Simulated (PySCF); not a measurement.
# C4H12P2Si: what the fields show

Input

```
{"job": {"kind": "nmr", "xc": "PBE0", "basis": "pcSseg-1"}, "charge": 0, "multiplicity": 1}
C     -2.653315     0.862389    -1.495489
C     -2.894353     0.573214    -0.227128
P     -1.763559    -0.228772     0.940349
C     -0.703107    -1.248295    -0.197446
P      0.661942    -0.160818    -0.858692
C      1.628759     0.048735     0.697490
Si     3.349695     0.791796     0.354785
H     -3.372794     1.391160    -2.099977
H     -1.729810     0.589304    -1.981822
H     -3.817006     0.893660     0.245523
H     -2.652909    -1.269535     1.249935
H     -0.278530    -2.073128     0.383277
H     -1.299085    -1.649154    -1.022384
H      1.422434    -1.231265    -1.362008
H      1.052721     0.725535     1.334552
H      1.701939    -0.910854     1.214289
H      4.085796    -0.092582    -0.552513
H      4.056371     0.884530     1.634526
H      3.195006     2.113331    -0.249564
```

Launched as:

```sh
OMP_NUM_THREADS=1 python probes_run.py task.json out
```

Geometry: GFN2-xTB.

Level of theory: PySCF 2.14.0, PBE0/pcSseg-1, SCF density, gas phase, non-relativistic.

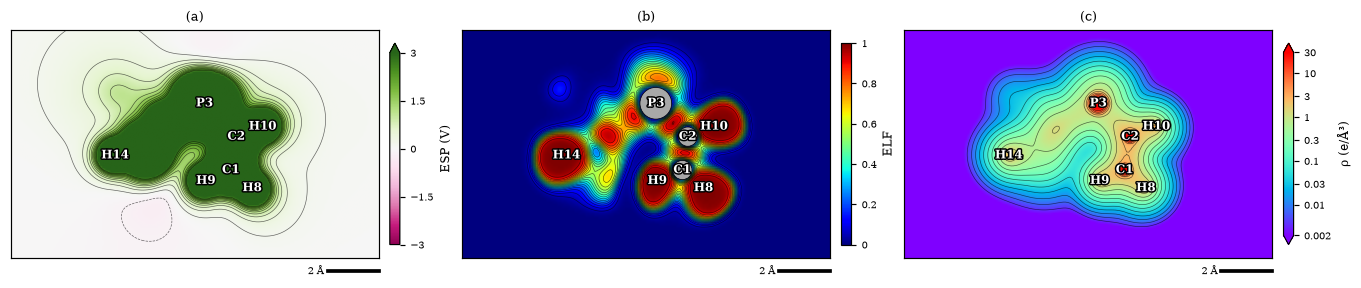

Figure 1. (a) molecular electrostatic potential; (b) ELF; (c) total electron density on the plane of atoms C1, C2 and H10. Grey discs cover the atomic cores in the ELF map.

**What does the map show?**

- Atoms in the plane: C, P and H.
- C–C (1.32 Å): ρ at the midpoint is about 2.3 e/Å³; the ELF peaks at about 0.95 between the atoms (a multiple bond).
- C–P (1.81 Å): the density is about 1.2 e/Å³ at the midpoint; the ELF peaks at about 0.95 between the atoms; a shared electron pair.
- C–H (1.08 Å): ρ is about 2 e/Å³ halfway; the ELF climbs to about 1 towards the hydrogen, as it does in any bond to H (a covalent bond by its length).
- The potential has no marked negative region in this plane.

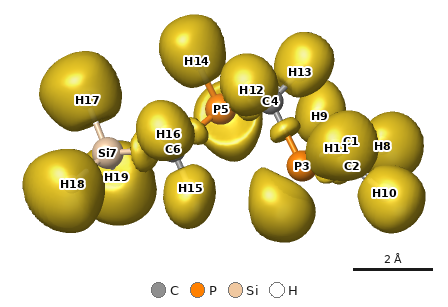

Figure 2. Isosurface of the ELF at 0.85 (yellow), seen from one side. Only the valence region is drawn (cores and ρ < 0.01 e/Å³ removed).

**What do the ELF domains correspond to?**

The surface consists of one region between bonded C–C atoms (shared pairs), four regions between bonded C–P atoms (shared pairs), one region between bonded C–Si atoms (shared pairs), twelve regions around hydrogen nuclei and two lobes on P, pointing away from the bonds (lone pairs).

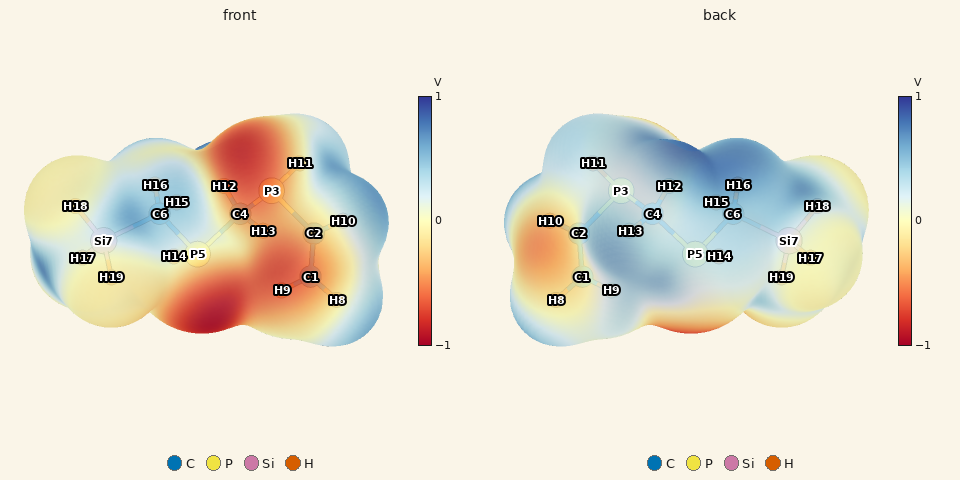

Figure 3. The electrostatic potential painted on the density surface at 0.001 e/bohr³, seen from the front and from behind; red is negative and blue positive.

**Where is the surface potential most negative and most positive?**

The most negative region (about −0.9 V, or −21 kcal/mol for a unit charge) lies over P5, the most positive (about +0.8 V, or +18 kcal/mol for a unit charge) over H12 and H16.

**What dipole moment does the calculation give?**

Its dipole moment is 1.44 D.
